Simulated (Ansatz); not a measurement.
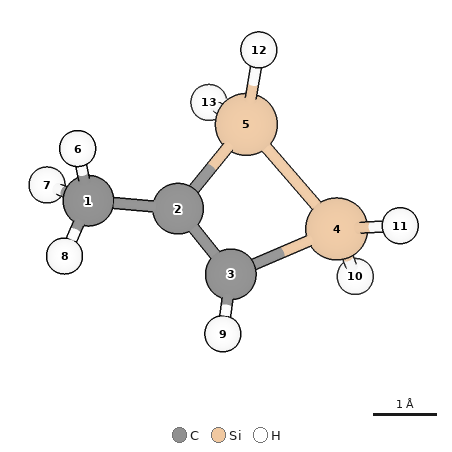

Starting structure of C₃H₈Si₂ (coarse preliminary run). Style: ball-and-stick. Shown at a tilt.

The start comes from a force field.

Method: RKS PBE-D4/def2-SVP in Ansatz 0.2.0.

The input:
```yaml
crystal:
  periodic: [false, false, false]
  atoms:
    - {symbol: C, position_ang: [-1.819000, 0.501900, 0.770900]}
    - {symbol: C, position_ang: [-0.512200, 0.011800, 0.183400]}
    - {symbol: C, position_ang: [-0.131500, -1.243000, -0.154400]}
    - {symbol: Si, position_ang: [1.756700, -0.986800, -0.767400]}
    - {symbol: Si, position_ang: [1.058100, 1.063200, -0.265200]}
    - {symbol: H, position_ang: [-1.703200, 1.053400, 1.721500]}
    - {symbol: H, position_ang: [-2.287600, 1.267900, 0.070100]}
    - {symbol: H, position_ang: [-2.531400, -0.262200, 0.897900]}
    - {symbol: H, position_ang: [-0.634100, -2.173900, -0.029900]}
    - {symbol: H, position_ang: [1.813000, -1.348800, -2.181500]}
    - {symbol: H, position_ang: [2.660100, -1.670900, 0.145100]}
    - {symbol: H, position_ang: [1.640600, 1.706100, 0.995800]}
    - {symbol: H, position_ang: [0.711000, 2.046700, -1.371400]}
basis:
  gaussian: {orbitals: def2-SVP}
hamiltonian: {xc: pbe, dispersion: d4}
relax: {f_tol: 0.03, max_steps: 200}
```

Run as
```bash
ansatz run in.yaml --threads 4 --pin off --events-out ev --progress --plain --max-ram 10444MiB
```

Question: Predict the outcome.

Answer: The atom that moves furthest after the best rigid fit is H9 (0.18 Å). Largest moves by element: H 0.18 Å, Si 0.11 Å, C 0.06 Å. Some distances before and after: Si4–Si5 2.223 → 2.346 Å, C3–Si4 2.002 → 1.895 Å, C1–H8 1.052 → 1.110 Å, Si4–H11 1.455 → 1.508 Å. Among the angles between lasting bonds that change: H10–Si4–H11 117.8° → 107.8°, C3–Si4–H10 107.5° → 115.8°, C2–C3–H9 130.4° → 122.4°. The energy falls by 11.9 kcal/mol in 4 accepted moves (6 points after the start). Largest force component: 2.6 eV/Å at the start, 0.02 eV/Å at the end. The line search rejected the trial steps at points 2, 4 of the run.

History of the run:

```json
{"step": "0", "E − E(0), kcal/mol": "0.00", "largest force component, eV/Å": "2.5549", "note": ""}
{"step": "1", "E − E(0), kcal/mol": "-10.33", "largest force component, eV/Å": "0.9322", "note": ""}
{"step": "2", "E − E(0), kcal/mol": "-9.20", "largest force component, eV/Å": "1.3129", "note": "rejected"}
{"step": "3", "E − E(0), kcal/mol": "-11.65", "largest force component, eV/Å": "0.2825", "note": ""}
{"step": "4", "E − E(0), kcal/mol": "-11.58", "largest force component, eV/Å": "0.3832", "note": "rejected"}
{"step": "5", "E − E(0), kcal/mol": "-11.86", "largest force component, eV/Å": "0.0799", "note": ""}
{"step": "6", "E − E(0), kcal/mol": "-11.88", "largest force component, eV/Å": "0.0199", "note": ""}
```

The structure at the end:

```xyz
13

C    -1.8316    0.4817    0.7464
C    -0.4985    0.0730    0.1967
C    -0.1070   -1.2021   -0.1199
Si    1.6710   -1.0615   -0.7592
Si    1.0352    1.1338   -0.2308
H    -1.7137    1.0016    1.7212
H    -2.3323    1.2086    0.0712
H    -2.5103   -0.3842    0.8910
H    -0.7746   -2.0772    0.0106
H     1.8850   -1.4552   -2.1992
H     2.7212   -1.7578    0.0692
H     1.6577    1.8527    0.9413
H     0.8185    2.1519   -1.3237
```

After the run, drawn alike:

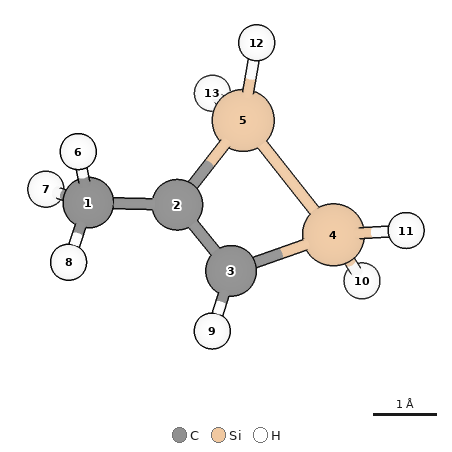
